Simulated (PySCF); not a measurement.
**CH₂NO, doublet, SMILES `C=N[O]`: what the electrons do**

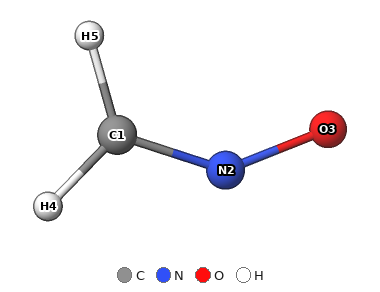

The molecule, with its atoms numbered as below. No frequency check shows the geometry to be a minimum.

Coordinates in Å:

```
C1       1.1244   -0.0964    0.0000
N2      -0.0626    0.2925    0.0000
O3      -1.2027   -0.1211    0.0000
H4       1.9041    0.6454    0.0000
H5       1.4089   -1.1463    0.0000
```

### 1. Bonding charge

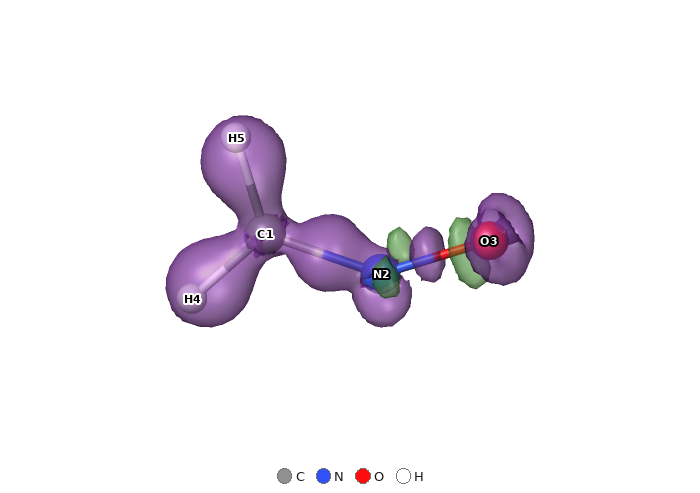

Deformation density (molecule less spherical, spin-averaged free atoms at the same positions), surfaces at ±0.2 e/Å³; purple: gain, green: loss.

Level of theory: PBE0/def2-SVPD (PySCF), at a geometry from GFN2-xTB. The stability of the open-shell solution wasn't checked. GFN2-xTB doesn't know the spin state, so this open-shell geometry is rough.

**How much density has each bond gained at its critical point, relative to the free atoms?**

C1–H4: +0.74 e/Å³ at the bond critical point (bond length 1.08 Å). C1–H5: +0.70 e/Å³ at the bond critical point (bond length 1.09 Å). N2–O3: +0.44 e/Å³ at the bond critical point (bond length 1.21 Å). C1–N2: +0.41 e/Å³ at the bond critical point (bond length 1.25 Å). In all, 1.1 electrons gather in the regions of gain relative to the promolecule.

**Where do the Hirshfeld charges lie?**

The highest Hirshfeld charge is on N2 (+0.07 e), the lowest on O3 (−0.15 e).

| atom | charge (e) |
| --- | --- |
| C1 | −0.04 |
| N2 | +0.07 |
| O3 | −0.15 |
| H4 | +0.06 |
| H5 | +0.07 |

### 2. Local ionisation energy

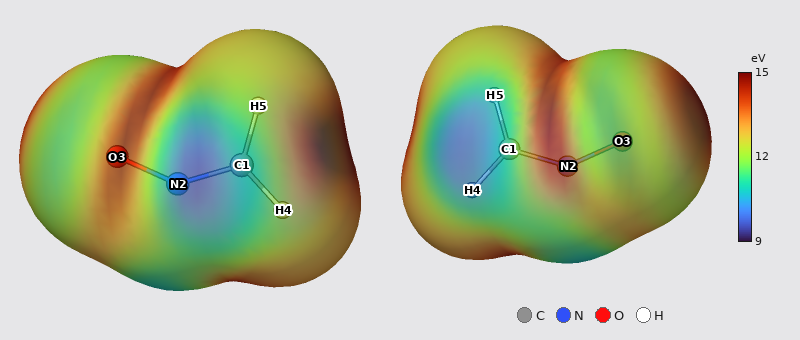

Average local ionisation energy on the surface of electron density 0.001 a.u. (back view left, front view right).

**Where are the most loosely bound electrons on this surface?**

The lowest value is 9.9 eV, off the molecular plane, over C1 (2.0 Å), and at like points elsewhere. Further minima include 10.8 eV, 1.8 Å from N2; 11.4 eV, off the molecular plane, over O3 (1.8 Å), and at like points elsewhere. For comparison, the highest occupied orbital lies at −7.4 eV.

### 3. Spin density

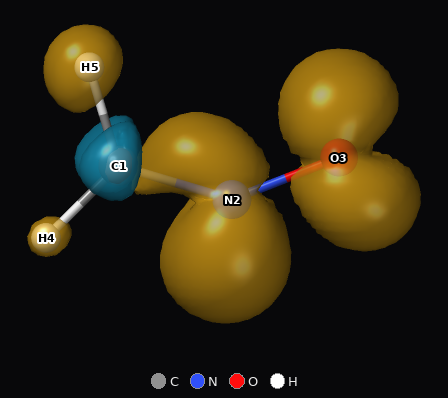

Spin density ρα − ρβ at ±0.03 e/Å³ (yellow: excess α, teal: excess β).

**Give the atomic spin populations that go with this picture.**

Hirshfeld spin populations: O3 +0.50 and N2 +0.44. ⟨S²⟩ = 0.76, against 0.75 for a pure state. The picture also shows regions of β spin from spin polarisation; the Hirshfeld sums, whose atoms overlap, net them against the α spin of neighbours.

### 4. Removing or adding an electron

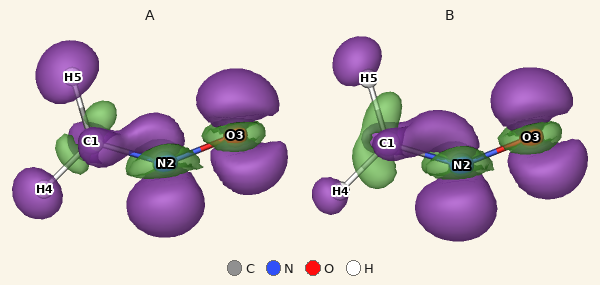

The two Fukui functions at ±0.05 e/Å³ (purple positive, green negative).

PySCF calculation, LDA (SVWN)/def2-SVP, gas phase; geometry: GFN2-xTB. GFN2-xTB doesn't know the spin state, so this open-shell geometry is rough.

**Why do the two look alike?**

The electron leaves from or enters the same singly occupied orbital. A is f⁻, B is f⁺. f⁻ (Hirshfeld-condensed) is largest on O3 (0.31), N2 (0.25) and C1 (0.20); the vertical ionisation energy is 9.80 eV (to the singlet cation, which needn't be its lowest state). f⁺ (Hirshfeld-condensed) is largest on O3 (0.30), N2 (0.23) and C1 (0.19); the vertical electron affinity is −0.18 eV (to the singlet anion, which needn't be its lowest state; negative, but this basis has no diffuse functions, so it doesn't show that the anion is unbound).

The PySCF runs shown took 7.8 s and 6.1 s on 1 thread of Arm Neoverse V2 (shared host).
